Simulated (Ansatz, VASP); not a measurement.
# Cross-check of BP between VASP and Ansatz

Wanted: the spread between two codes on one cell, functional and k mesh. Of the first pair: The cell is taken from a series of VASP runs on this material, whose earlier steps may have relaxed, scaled or displaced it; both programs get it as it stands. Valence electrons are named where the data sets of a main pair hold unlike numbers.

Calculated with Ansatz 0.2.0; plane waves, with VASP 6.6.1 beside it; band structure at LDA and single point at LDA.

## Step 1: The starting structure

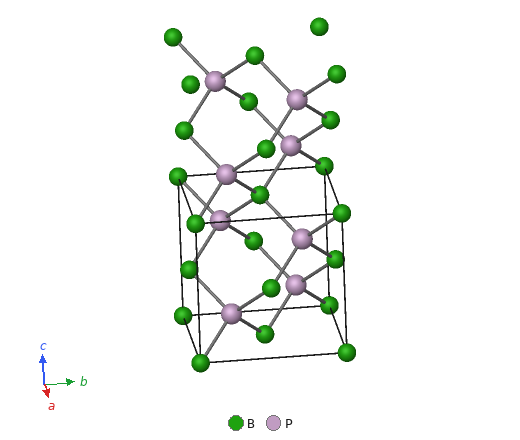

The cell as given, slightly off an axis (boron green, phosphorus pink). 1×1×2 cells are drawn. This picture shows the conventional cell, with its axes. Bonds to atoms that aren't drawn are left out. Some periodic images of atoms are drawn too.

As a file:

```cif
data_structure
_symmetry_space_group_name_H-M 'P 1'
_symmetry_Int_Tables_number 1
_cell_length_a 3.1749
_cell_length_b 3.1749
_cell_length_c 3.1749
_cell_angle_alpha 60.000
_cell_angle_beta 60.000
_cell_angle_gamma 60.000
_cell_volume 22.63
loop_
_atom_site_label
_atom_site_type_symbol
_atom_site_fract_x
_atom_site_fract_y
_atom_site_fract_z
_atom_site_occupancy
B1 B 0.00000 0.00000 0.00000 1
P2 P 0.25000 0.25000 0.25000 1
```

## Step 2: VASP: band structure, LDA

Levels along a path test the potential and the projectors away from the mesh points.

Lines of VASP's logs that name or quote its potential files are left out, and so is its time.

The input, INCAR:

```
SYSTEM = BP
PREC = Accurate
ENCUT = 420
EDIFF = 1E-06
NELM = 100
ISMEAR = 0
SIGMA = 0.05
LREAL = .FALSE.
ALGO = Normal
GGA = CA
NBANDS = 16
LORBIT = 11
LWAVE = .FALSE.
LCHARG = .FALSE.
KPAR = 2
```

The input, POSCAR:

```
BP
1.0
    0.0000000000      2.2449863378      2.2449863378
    2.2449863378      0.0000000000      2.2449863378
    2.2449863378      2.2449863378      0.0000000000
B P
1 1
Direct
    0.0000000000      0.0000000000      0.0000000000
    0.2500000000      0.2500000000      0.2500000000
```

The input, KPOINTS:

```
Automatic mesh
0
Gamma
10 10 10
0 0 0
```

The input, KPOINTS_OPT:

```
Line mode
16
Line-mode
Reciprocal
  0.00000000   0.00000000   0.00000000 GAMMA
  0.50000000   0.00000000   0.50000000 X

  0.50000000   0.00000000   0.50000000 X
  0.50000000   0.25000000   0.75000000 W

  0.50000000   0.25000000   0.75000000 W
  0.37500000   0.37500000   0.75000000 K

  0.37500000   0.37500000   0.75000000 K
  0.00000000   0.00000000   0.00000000 GAMMA

  0.00000000   0.00000000   0.00000000 GAMMA
  0.50000000   0.50000000   0.50000000 L

  0.50000000   0.50000000   0.50000000 L
  0.62500000   0.25000000   0.62500000 U

  0.62500000   0.25000000   0.62500000 U
  0.50000000   0.25000000   0.75000000 W

  0.50000000   0.25000000   0.75000000 W
  0.50000000   0.50000000   0.50000000 L

  0.50000000   0.50000000   0.50000000 L
  0.37500000   0.37500000   0.75000000 K

  0.62500000   0.25000000   0.62500000 U
  0.50000000   0.00000000   0.50000000 X
```

PAW data sets: B and P (LDA family, release 64).

The run is started by

```sh
> mpirun -np 2 vasp_std
```

Numbers of over 12 decimals in the logs are rounded to 6 here.

Log:

```text
[banner, memory and clock lines left out]
running    2 mpi-ranks, on    1 nodes
 distrk:  each k-point on    1 cores,    2 groups
 distr:  one band on    1 cores,    1 groups

 POSCAR found type information on POSCAR B P
 POSCAR found :  2 types and       2 ions
 LDA part: xc-table for (Slater(with rela. corr.)+CA(PZ))
 , standard interpolation
 POSCAR, INCAR and KPOINTS ok, starting setup
 FFT: planning ... GRIDC
 FFT: planning ... GRID_SOFT
 FFT: planning ... GRID
 WAVECAR not read
 entering main loop
       N       E                     dE             d eps       ncg     rms          rms(c)
DAV:   1     0.554375345803E+01    0.55438E+01   -0.33057E+03  1504   0.377E+02
DAV:   2    -0.148756888618E+02   -0.20419E+02   -0.19762E+02  2064   0.872E+01
DAV:   3    -0.152989137396E+02   -0.42322E+00   -0.42281E+00  1760   0.100E+01
DAV:   4    -0.152997767285E+02   -0.86299E-03   -0.86298E-03  2008   0.567E-01
DAV:   5    -0.152997792432E+02   -0.25147E-05   -0.25147E-05  1760   0.291E-02    0.769E+00
DAV:   6    -0.145358258306E+02    0.76395E+00   -0.14917E+00  1928   0.389E+00    0.391E+00
DAV:   7    -0.144115909288E+02    0.12423E+00   -0.23794E-01  1968   0.181E+00    0.140E+00
DAV:   8    -0.143988756662E+02    0.12715E-01   -0.23957E-02  1968   0.667E-01    0.230E-01
DAV:   9    -0.143989348805E+02   -0.59214E-04   -0.86558E-04  1672   0.149E-01    0.999E-02
DAV:  10    -0.143989181338E+02    0.16747E-04   -0.82795E-05  2008   0.396E-02    0.214E-02
DAV:  11    -0.143989176142E+02    0.51970E-06   -0.13700E-06  1712   0.645E-03
   1 F= -.14398918E+02 E0= -.14398918E+02  d E =-.150324E-15
 Start KPOINTS_OPT (optional k-point list driver)
k-point batch [1-47\160]
       N       E                     dE             ncg
DAV:   1     0.136693995616E+04   -0.12203E+05     1504
DAV:   2     0.415876472961E+03   -0.95106E+03     2024
DAV:   3     0.394533874549E+03   -0.21343E+02     1912
DAV:   4     0.394490695821E+03   -0.43179E-01     1904
DAV:   5     0.394490575658E+03   -0.12016E-03     1912
DAV:   6     0.394490575212E+03   -0.44538E-06     1776
[...]
k-point batch [142-160\160]
       N       E                     dE             ncg
DAV:   1     0.907073474834E+04   -0.58175E+04      608
DAV:   2     0.868679374892E+04   -0.38394E+03      816
DAV:   3     0.867926463155E+04   -0.75291E+01      744
DAV:   4     0.867924893568E+04   -0.15696E-01      776
DAV:   5     0.867924888837E+04   -0.47301E-04      768
DAV:   6     0.867924888819E+04   -0.18630E-06      736
```

Parts of OUTCAR (step 2):

```text
ion  position               nearest neighbor table
   1  0.000  0.000  0.000-   2 1.94   2 1.94   2 1.94   2 1.94
   2  0.250  0.250  0.250-   1 1.94   1 1.94   1 1.94   1 1.94

  LATTYP: Found a face centered cubic cell.
 ALAT       =     4.4899726756

 Subroutine GETGRP returns: Found 24 space group operations
 (whereof 24 operations were pure point group operations)

The static configuration has the point symmetry T_d .

 Found     47 irreducible k-points:

   k-points           NKPTS =     47   k-points in BZ     NKDIM =     47   number of bands    NBANDS=     16

   dimension x,y,z NGX =    24 NGY =   24 NGZ =   24
   dimension x,y,z NGXF=    48 NGYF=   48 NGZF=   48

   ENCUT  =  420.0 eV  30.87 Ry    5.56 a.u.   5.31  5.31  5.31*2*pi/ulx,y,z

   NELECT =       8.0000    total number of electrons

 k-points in reciprocal lattice and weights: Automatic mesh
   0.00000000  0.00000000  0.00000000       0.001
   0.10000000  0.00000000  0.00000000       0.008
   0.20000000  0.00000000  0.00000000       0.008
   0.30000000  0.00000000  0.00000000       0.008
   0.40000000  0.00000000  0.00000000       0.008
   0.50000000  0.00000000  0.00000000       0.004
   0.10000000  0.10000000  0.00000000       0.006
   0.20000000  0.10000000  0.00000000       0.024
   0.30000000  0.10000000  0.00000000       0.024
[...]
-0.30000000  0.40000000  0.20000000       0.024
  -0.30000000  0.50000000  0.20000000       0.012

 average (electrostatic) potential at core
       1 -29.5448       2 -81.8964

 E-fermi :   8.0509

 k-point     1 :       0.0000    0.0000    0.0000
  band No.  band energies     occupation
      1      -7.8833      2.00000
      2       7.7909      2.00000
      3       7.7909      2.00000
      4       7.7909      2.00000
      5      11.2205      0.00000
      6      11.2205      0.00000
      7      11.2205      0.00000
      8      15.6510      0.00000
      9      19.2748      0.00000
    ...

 k-point     2 :       0.1000    0.0000    0.0000
  band No.  band energies     occupation
      1      -7.6986      2.00000
      2       6.4766      2.00000
      3       7.4892      2.00000
      4       7.4892      2.00000
      5      11.6380      0.00000
      6      11.6380      0.00000
      7      11.6788      0.00000
      8      16.1234      0.00000
      9      19.3288      0.00000
    ...

 k-point     3 :       0.2000    0.0000    0.0000
  band No.  band energies     occupation
      1      -7.1510      2.00000
      2       4.0989      2.00000
      3       6.9197      2.00000
      4       6.9197      2.00000
      5      11.9366      0.00000
      6      12.3649      0.00000
      7      12.3649      0.00000
      8      17.1361      0.00000
      9      18.6926      0.00000
    ...

  Total       -0.0007115     -0.0007115     -0.0007115     -0.0000000     -0.0000000     -0.0000000
  in kB       -0.0503745     -0.0503745     -0.0503745     -0.0000000     -0.0000000     -0.0000000
  external PRESSURE =      -0.0503745 kB  Pullay stress =       0.0000000 kB

  energy-cutoff  :      420.00
  volume of cell :       22.63
      direct lattice vectors                 reciprocal lattice vectors
     0.000000000  2.244986338  2.244986338    -0.222718505  0.222718505  0.222718505
     2.244986338  0.000000000  2.244986338     0.222718505 -0.222718505  0.222718505
     2.244986338  2.244986338  0.000000000     0.222718505  0.222718505 -0.222718505

 POSITION                                       TOTAL-FORCE (eV/Angst)
 -----------------------------------------------------------------------------------
      0.00000      0.00000      0.00000        -0.000000      0.000000      0.000000
      1.12249      1.12249      1.12249         0.000000     -0.000000     -0.000000
 -----------------------------------------------------------------------------------
    total drift:                               -0.000000     -0.000000      0.000000

  FREE ENERGIE OF THE ION-ELECTRON SYSTEM (eV)
  ---------------------------------------------------
  free  energy   TOTEN  =       -14.3989176142 eV

  energy  without entropy=      -14.3989176142  energy(sigma->0) =      -14.39891761

 total charge
# of ion       s       p       d       tot
------------------------------------------
    1        0.668   1.320   0.000   1.988
    2        0.995   1.602   0.000   2.597
--------------------------------------------------
tot          1.663   2.922   0.000   4.585

[... 3 further parts left out ...]
```

The run ends at a pressure of -0.01 GPa.

## Step 3: Ansatz: band structure, LDA

Ansatz runs on its default PAW (the set named soft_2) files.

The same cell, functional (in two slightly different forms), mesh and smearing now go to Ansatz, which takes its cutoff from its data sets.

The input, input.yaml:

```yaml
crystal:
  lattice:
    - [0.0, 2.2449863378, 2.2449863378]
    - [2.2449863378, 0.0, 2.2449863378]
    - [2.2449863378, 2.2449863378, 0.0]
  atoms:
    - { symbol: B, position: [0.0, 0.0, 0.0] }
    - { symbol: P, position: [0.25, 0.25, 0.25] }
hamiltonian:
  xc: lda
  pseudopotentials: { kind: paw }
kpoints:
  mp_grid: { grid: [10, 10, 10] }
  band_path:
    path:
      - [0.0, 0.0, 0.0]
      - [0.16667, 0.0, 0.16667]
      - [0.33333, 0.0, 0.33333]
      - [0.4, 0.0, 0.4]
      - [0.5, 0.0, 0.5]
      - [0.5, 0.08333, 0.58333]
      - [0.5, 0.18333, 0.68333]
      - [0.5, 0.25, 0.75]
      - [0.45, 0.3, 0.75]
      - [0.40833, 0.34167, 0.75]
      - [0.35, 0.35, 0.7]
      - [0.225, 0.225, 0.45]
      - [0.075, 0.075, 0.15]
      - [0.03333, 0.03333, 0.03333]
      - [0.23333, 0.23333, 0.23333]
      - [0.4, 0.4, 0.4]
      - [0.51667, 0.46667, 0.51667]
      - [0.55833, 0.38333, 0.55833]
      - [0.60833, 0.28333, 0.60833]
      - [0.60833, 0.25, 0.64167]
      - [0.55833, 0.25, 0.69167]
      - [0.51667, 0.25, 0.73333]
      - [0.5, 0.3, 0.7]
      - [0.5, 0.38333, 0.61667]
      - [0.5, 0.48333, 0.51667]
      - [0.475, 0.475, 0.55]
      - [0.425, 0.425, 0.65]
      - [0.38333, 0.38333, 0.73333]
      - [0.59167, 0.18333, 0.59167]
      - [0.55, 0.1, 0.55]
      - [0.5, 0.0, 0.5]
    npoints: 1
scf:
  occupations: { method: gaussian, width: 0.05 }
  n_extra_bands: 7
output:
  forces: true
  stress: true
  eigenvalues: true
  write_density: true
  write_potential: true
  elf: true
  volumetric_format: npy
```

The run is started by

```sh
> ansatz run input.yaml --threads 2 --pin off --max-ram 4608MiB --backend cpu --events-out ev --progress --plain --runs-dir out
```

Log:

```text
scf.n_extra_bands = 7 over 4 filled bands (N_el = 8.0): the run solves 11 bands
Engine: ansatz 0.2.0, aarch64-unknown-linux-gnu
Pseudopotentials: kind: paw
Pseudopotential: B, paw, valence charge 3, recommended cutoff 420 eV (normal), B.paw.azcp
Pseudopotential: P, paw, valence charge 5, recommended cutoff 420 eV (normal), P.paw.azcp
Functional definition: SPW92
  exchange = slater_x
  correlation = pw_c
Crystal: 2 atoms, lattice volume = 22.629 Å³
Basis set: ecut = 420 eV, 459 PW (Γ)
Bands: 11, of which v1, the nominal top of the filled ones, is band 4 counted from 1 (3 counted from 0)
Symmetry: 24 space group operations
Space group: F-43m (ITA 216), of the structure as read, at distance tolerance 2.8e-5 Å
k-points: 47 of 1000 (time reversal used)
Non-local potential: B, projectors of the file, l = 0: 2, l = 1: 2, l = 2: 1
Non-local potential: P, projectors of the file, l = 0: 2, l = 1: 2, l = 2: 2
PAW form: soft (Blöchl's): semilocal exchange-correlation on the pseudo side does not see the compensation charge
PAW frozen core: B, regenerated for the run's functional, and the local potential with it (the file was generated under x = pbe(κ = 0.804, μ = 0.219515), c = pbe(β = 0.066725))
PAW frozen core: P, regenerated for the run's functional, and the local potential with it (the file was generated under x = pbe(κ = 0.804, μ = 0.219515), c = pbe(β = 0.066725))
PAW one-centre angular grid: B, 110 points (default); XC on 64 Gauss nodes
PAW one-centre angular grid: P, 110 points (default); XC on 64 Gauss nodes
Initial density: superposition of atomic densities (neutral atoms: chi_scale 0, normalization atom), corrected by the library's trained network
Initial wavefunctions: pseudopotential atomic-orbital guess
Functional: x = slater, c = lda
SCF iter   1: F=—  HF=-876.638846 eV  |F-HF|=—  |Δ(HF+E_count)|=         —  Δρ=5.35e-3  dr2=5.02e-3  ethr=1.77e-3  ⟨swp⟩=6.2  Hψ=4224  notcnv=0  defer=2
preconditioner: auto → none  [insulator: Δε(μ)=1.141 eV  Ē_g=16.266 eV  σ=0.050 eV  W_gap=1.00  n_scr=0 (ndim 8)  ℏωp=22.1 eV  f_vac=0.000  D(μ)=0.00/eV (n_scr^D=0)  ε∞_Penn≈2.8]
SCF iter   2: F=—  HF=-876.637882 eV  |F-HF|=—  |Δ(HF+E_count)|=   9.64e-4  Δρ=2.41e-3  dr2=8.07e-4  ethr=6.28e-5  ⟨swp⟩=1.6  Hψ=950  notcnv=0  defer=46
SCF iter   3: F=—  HF=-876.637702 eV  |F-HF|=—  |Δ(HF+E_count)|=   1.80e-4  Δρ=1.07e-3  dr2=1.23e-4  ethr=1.01e-5  ⟨swp⟩=2.0  Hψ=558  notcnv=0  defer=46
SCF iter   4: F=—  HF=-876.637688 eV  |F-HF|=—  |Δ(HF+E_count)|=   1.42e-5  Δρ=4.73e-4  dr2=2.53e-5  ethr=1.53e-6  ⟨swp⟩=1.0  Hψ=409  notcnv=0  defer=46
SCF iter   5: F=—  HF=-876.637684 eV  |F-HF|=—  |Δ(HF+E_count)|=   4.06e-6  Δρ=1.10e-4  dr2=1.74e-6  ethr=3.17e-7  ⟨swp⟩=1.0  Hψ=408  notcnv=0  defer=46
SCF iter   6: F=-876.637684 eV  HF=-876.637684 eV  |F-HF|=4.41e-8  |Δ(HF+E_count)|=   3.22e-7  Δρ=1.61e-5  dr2=6.35e-8  ethr=1.25e-9  ⟨swp⟩=11.5  Hψ=3707  notcnv=0
SCF 1 converged in 6 iterations: F = -876.637684 eV  dr2 = 6.35e-8
  greatest PAW one-centre occupation: 0.772 electrons in one spin orbital (limit 2), on the P atom at site 1 (counted from 0), in its partial waves of l = 0
NSCF: frozen V_eff on 31 k-points
SCF converged after 6 iterations
Free energy (F): -876.637684 eV
Harris-Foulkes:  -876.637684 eV  (|F-HF|=4.41e-8)
Internal energy: -876.637684 eV  (E = F + TS)
E sigma→0 (E₀):  -876.637684 eV
Fermi energy:    10.067850 eV
--- Per-component energies (eV) ---
  E_band       = 23.263231
  E_kinetic    = 123.654388
  E_local      = -67.875419  (includes V_loc(G=0)·N_el)
  E_nonlocal   = 47.120132
  E_hartree    = 16.577902
  E_xc         = -94.962767
  E_vxc        = -101.263740  (∫ρ·V_xc dr)
  E_paw        = -612.769807  (= ΣΔE_a)
  E_vpaw       = -11.528257  (= ΣTr[D̂ρ^β])
  E_aug_tail   = -0.000000  (compensation charges beyond the density's cutoff)
  E_ewald      = -288.545299
  E_core_change = 0.163186  (= ΣΔE_core)
  E_smearing   = -0.000000  (= −TS)
  E_closure    = -0.000000  (closes the sum)
  Σ components = -876.637684   (vs F -876.637684, Δ=0.00e0)
--- Forces (eV/Å), atoms counted from 1 ---
  atom   1  B      0.00000000    -0.00000000     0.00000000
  atom   2  P     -0.00000000     0.00000000     0.00000000
  max |Σ_I F_I| component: 3.89e-16 eV/Å
--- Stress (GPa, compression-positive) ---
        0.060403       0.000000       0.000000
       -0.000000       0.060403       0.000000
       -0.000000       0.000000       0.060403
  P = ⅓ Tr σ = 0.0604 GPa (0.604 kbar)
--- Band table (eV; the first three rows and the last of 47) ---
  k-point 0: bands = [-6.1860, 9.4934, 9.4934, 9.4934, 12.9209, 12.9209, 12.9209, 17.3348, ... 3 higher]
  k-point 1: bands = [-6.0014, 8.1803, 9.1925, 9.1925, 13.3366, 13.3366, 13.3744, 17.8110, ... 3 higher]
  k-point 2: bands = [-5.4542, 5.8022, 8.6234, 8.6234, 13.6258, 14.0602, 14.0602, 18.8297, ... 3 higher]
  k-point 46: bands = [-0.9184, 1.3489, 3.7803, 3.9384, 14.0328, 14.8872, 17.8670, 18.2617, ... 3 higher]
```

Elapsed: 2.1 s, on 2 threads of Arm Neoverse N1, shared host; peak memory 0.26 GiB; 3.6 s of CPU time.

In the SCF lines HF is the Harris–Foulkes energy and dr2 the Hartree energy of the density residual, in eV; the loop may stop once dr2 is under the threshold and the program's other checks hold. Hψ counts applications of the Hamiltonian.

## Step 4: Side by side

Known differences besides the potentials themselves: the two LDA forms differ slightly; VASP's log shows a relativistic correction to its local exchange, Ansatz's none. Total energies have different zeros and are not compared.

Compared:

```
                                        quantity  Ansatz   VASP  difference
                                  pressure (GPa)    0.06  -0.01       +0.07
pressure without Ansatz's Pulay correction (GPa)   -0.11  -0.01       -0.11
                   gap over the path points (eV)   1.150  1.150       0.000
```

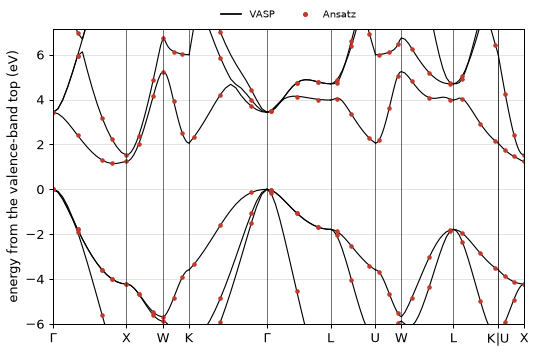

Bands from VASP (lines) and levels from Ansatz (dots). Dots without a line are higher empty bands that the VASP plot leaves out.

Levels at points of the path, from each program's valence-band top (eV; 3 filled, then empty):

```
k (reciprocal lattice)                             Ansatz                               VASP
     0.000 0.000 0.000      0.00 0.00 0.00 3.43 3.43 3.43      0.00 0.00 0.00 3.43 3.43 3.43
     0.167 0.000 0.167   -1.89 -1.78 -1.78 2.41 5.93 5.93   -1.89 -1.78 -1.78 2.41 5.95 5.95
     0.333 0.000 0.333   -5.58 -3.58 -3.58 1.30 3.20 9.72   -5.58 -3.58 -3.58 1.30 3.20 9.75
     0.400 0.000 0.400  -7.12 -3.99 -3.99 1.15 2.24 11.11  -7.11 -3.99 -3.99 1.15 2.25 11.16
     0.500 0.000 0.500  -8.65 -4.22 -4.22 1.25 1.52 12.23  -8.65 -4.22 -4.22 1.24 1.53 12.30
     0.500 0.083 0.583  -8.54 -4.67 -4.65 2.02 2.38 11.32  -8.54 -4.67 -4.65 2.02 2.38 11.38
     0.500 0.183 0.683   -8.20 -5.60 -5.47 4.16 4.89 8.79   -8.20 -5.60 -5.47 4.17 4.90 8.83
     0.500 0.250 0.750   -8.07 -5.87 -5.67 5.23 6.73 7.35   -8.06 -5.87 -5.68 5.25 6.74 7.37
     0.450 0.300 0.750   -8.11 -6.20 -4.85 3.95 6.13 8.35   -8.11 -6.21 -4.86 3.96 6.15 8.38
     0.408 0.342 0.750   -8.19 -6.40 -3.92 2.51 6.01 9.34   -8.18 -6.40 -3.92 2.52 6.03 9.38
```

Among the levels compared at these points, filled levels agree within 4 meV and empty ones within 66 meV. Ansatz's pressure holds a Pulay correction of 0.17 GPa; VASP's holds none.

[end of part 1 of 2]

[Lines on the potential files, build, host, timing and source positions are cut from VASP's logs without a mark.]

[Logs are printed without paths, hosts, clocks, repeated set-up lines and the standing remarks that a program may print on its own settings, such as how far it seeks lower states.]

[Hosts, paths, dates, database ids (printed as entryN), source tags and the programs' standing remarks are cut or masked in the printed files.]
